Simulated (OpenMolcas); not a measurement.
How basis sets differ on CBrF2 (bromodifluoromethyl radical)

CBrF2: 4 atoms, total charge 0, spin state doublet. As SMILES, `F[C](F)Br`. The coordinates come from a GFN2-xTB relaxation.

```xyz
4

F     0.7127    0.4595    1.0436
C    -0.1300   -0.1620    0.2317
F     0.4446   -1.2349   -0.2913
Br   -1.0274    0.9375   -0.9840
```

Each level gives the dipole moment (D). The values are calculated.

```tsv
level	kind	program	value (D)	CPU time
UHF/STO-3G	Hartree–Fock	OpenMolcas	0.39	2.4 s
UHF/3-21G	Hartree–Fock	OpenMolcas	0.99	2.9 s
UHF/def2-SVP	Hartree–Fock	OpenMolcas	0.89	6.4 s
UHF/def2-TZVP	Hartree–Fock	OpenMolcas	0.78	54 s
```

All-electron rows without a relativistic Hamiltonian named are non-relativistic. The values span 0.39 to 0.99 D. Magnitudes only: a small dipole may point the other way at some levels. Sets without polarisation functions give poor dipoles. CPU times are rough (shared hosts, several kinds of processor): they show what a rung costs within a factor of a few.

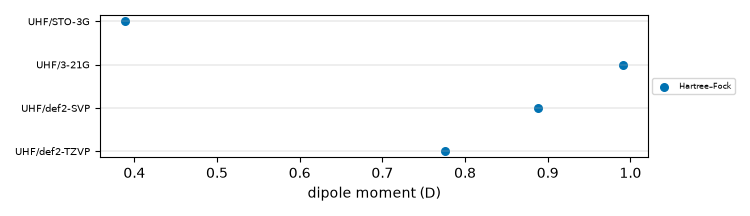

The values of the table, level by level.
